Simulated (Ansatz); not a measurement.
# Gap against volume in LiH10C6IN2O2 (C2/c) (176 atoms)

The cell holds 176 atoms: 8 Li, 80 H, 48 C, 8 I, 16 N and 16 O. Cell: a = 13.891 Å, b = 13.844 Å, c = 10.926 Å, α = 90.0°, β = 100.2°, γ = 90.0°. It derives from LiH10C6IN2O2 (C2/c), repeated 1×1×1. The starting structure: LiH10C6IN2O2, space group C2/c, structure from the Crystallography Open Database, 1 x 1 x 1 conventional cells; every coordinate displaced by a Gaussian of 0.03 Å; bonds to H set to neutron lengths (C-H 1.089, N-H 1.015, O-H 0.983, B-H 1.19 Å) where the listed ones are shorter.

Calculated with Ansatz 0.2.0: Kohn-Sham DFT, PBE+D4, PAW (set soft_2, large core), plane waves; cutoff 420 eV, Γ point, gaussian smearing of 0.05 eV. The relaxed cell was scaled evenly and the atoms were relaxed at each volume. The gap is that between the highest filled and the lowest empty Kohn-Sham level on the run's k-points.

| volume (Å³/atom) | gap (eV) |
| --- | --- |
| 11.045 | 4.119 |
| 11.398 | ? |
| 11.750 | 4.074 |
| 12.103 | 4.054 |
| 12.455 | 4.037 |

Task: Fit a straight line in ln V to the rows given and interpolate to the withheld row.

Worked fit:

A volume deformation potential makes the spacing linear in u = ln(V/V0), with V0 = 11.750 Å³ the relaxed volume; v is the spacing.

```
u = ln(V/V0)  v (eV)
  -0.0618755  4.1193
           0  4.0744
   0.0295583  4.0541
   0.0582688  4.0366
```

With n = 4: mean u = 0.00648790, mean v = 4.07110, Σ(u − ū)² = 0.0079291, Σ(u − ū)(v − v̄) = -0.0054952. Slope b = -0.0054952 / 0.0079291 = -0.69303; intercept a = v̄ − b ū = 4.0756.

At the withheld volume u = -0.03046, and v = a + b u.

Prediction at 11.398: 4.097 eV. The run gave 4.107 eV, so the fit is low by 0.0100 eV (0.24 % of the value).

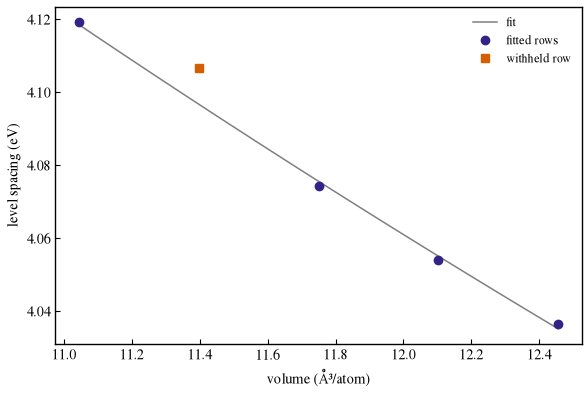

The fit, the rows that it rests on and the withheld row.

The slope, -0.69 eV, says that the spacing narrows on expansion. Among the rows given, the largest miss of the fit is at 12.455, by 0.0014 eV (1.7 % of the range of the table).

Limits: The table spans 12 % in volume, wide for a linear law. Semilocal functionals tend to put gaps under measured ones. Only the Γ point is sampled. The mesh needn't hold the band edges. Spin–orbit coupling is left out, which matters for the levels of the heavy elements.

[Logs are printed without paths, hosts, clocks, repeated set-up lines and the standing remarks that a program may print on its own settings, such as how far it seeks lower states.]

[Hosts, paths, dates, database ids (printed as entryN), source tags and the programs' standing remarks are cut or masked in the printed files.]
